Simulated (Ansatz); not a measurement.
Input file:

```
crystal:
  periodic: [false, false, false]
  atoms:
    - { symbol: W, position_ang: [-0.215312, -0.012058, 0.030136] }
    - { symbol: H, position_ang: [0.523521, 0.205222, 1.54678] }
    - { symbol: Cl, position_ang: [1.971353, -1.155644, -0.031174] }
    - { symbol: O, position_ang: [-0.722377, 1.676609, 0.69638] }
    - { symbol: H, position_ang: [-1.501435, 2.052499, 0.299913] }
    - { symbol: O, position_ang: [-2.049355, -0.095663, -0.450302] }
    - { symbol: H, position_ang: [-2.513894, -0.917433, -0.378967] }
    - { symbol: O, position_ang: [-0.709268, -1.719288, 0.698737] }
    - { symbol: H, position_ang: [-0.040941, -2.341951, 0.955741] }
    - { symbol: O, position_ang: [0.346995, 0.517925, -1.654245] }
    - { symbol: H, position_ang: [1.234473, 0.713706, -1.929553] }
    - { symbol: O, position_ang: [2.129985, 1.955519, 0.720254] }
    - { symbol: H, position_ang: [2.86831, 1.378883, 0.857536] }
    - { symbol: H, position_ang: [1.532446, 1.783973, 1.466063] }
basis:
  gaussian: { orbitals: def2-SVP }
hamiltonian:
  xc: hf
relax:
  f_tol: 0.03
  max_steps: 50
output:
  orbitals: {}
```

Run with:

```sh
ansatz run input.yaml --threads 4 --pin off --max-ram 5120MiB --backend cpu --events-out ev --progress --plain --runs-dir out
```

The fields are those of the run's last geometry, not of the input's.

Core potentials replace the inner electrons of W.

These are results of RHF/def2-SVP (Ansatz), not measurements.

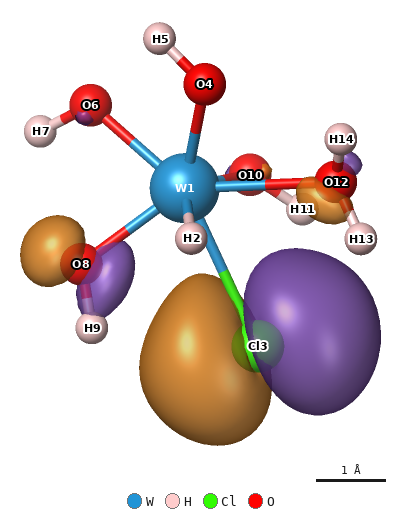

ClH$_{7}$O$_{5}$W. The HOMO−1 at ±0.1 Å⁻³ᐟ² (orange and purple are the two phases), seen at a tilt.

Q: Where does this orbital lie, and at what energy?

A: It lies mainly on Cl3 (about 85 %); largely a lone pair of Cl3. Its energy is −11.46 eV.
